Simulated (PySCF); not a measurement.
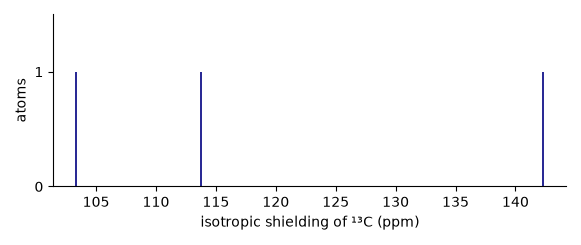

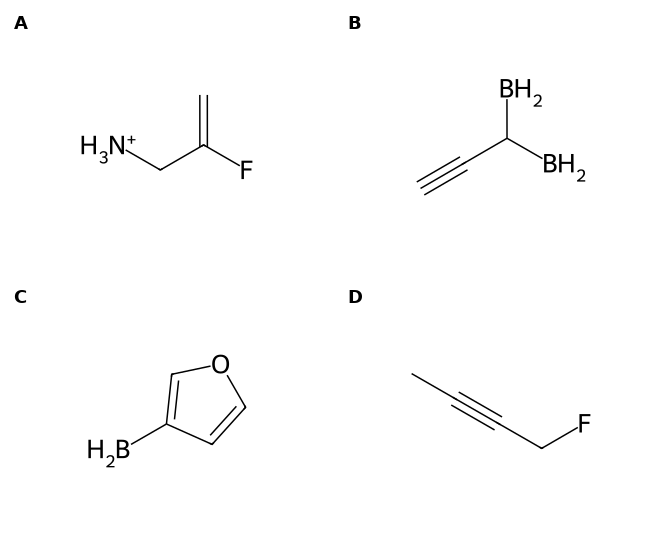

The sticks are computed shieldings of one of the molecules, for one fixed geometry (PBE0-D3(BJ)/def2-SVP) without averaging over rotations. Low shielding means a high chemical shift. Method: GIAO HF/pcSseg-2 NMR shielding, non-relativistic, gas phase (PySCF 2.14.0).

Match the spectrum to a structure.

B, `BC(B)C#C`. Its 3 C atoms give lines at 103.4, 113.7, 142.3 ppm.
